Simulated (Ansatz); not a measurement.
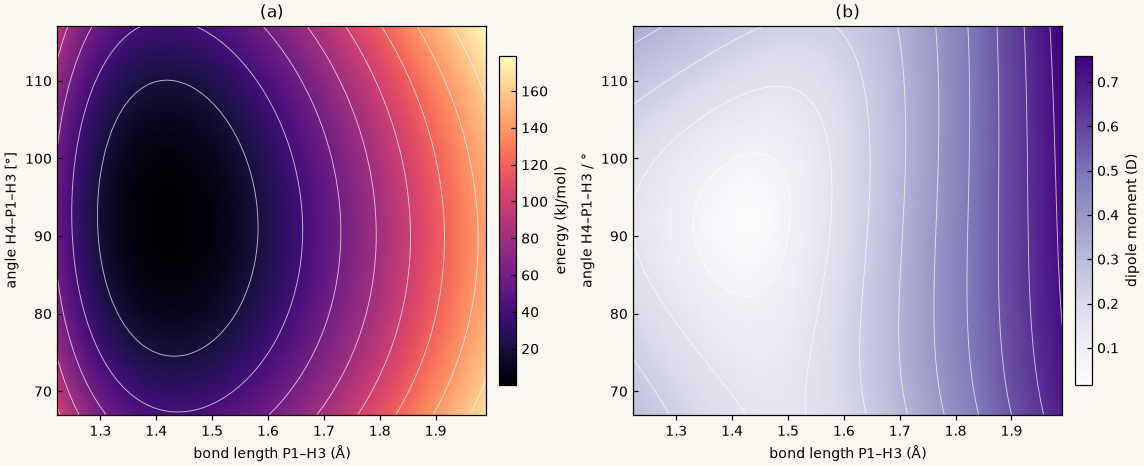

P2H4. 
- The first coordinate is: bond length P1–H3; the second: angle H4–P1–H3.
- Nothing is relaxed (all other coordinates rigid).
- The grid has 15 × 15 points.
- Points are written as (first, second).
- Energies are in kJ/mol, from the relaxed molecule at the same level.
- Computed with Ansatz, RKS PBE0-D4/def2-TZVP.

Panel (a) is the energy and panel (b) the computed dipole moment on the same grid.

The picture shows a smooth colour map with a few white contour lines. Between grid points the surface is interpolated.

Question: How does the dipole moment vary over the map, and what is it at the lowest grid point?

Answer: Leaving out the highest fifth of the energies, it runs from 0.02 D at (1.442 Å, 92.0°) to 0.57 D at (1.881 Å, 88.4°). At the lowest grid point, (1.442 Å, 92.0°), it is 0.02 D.
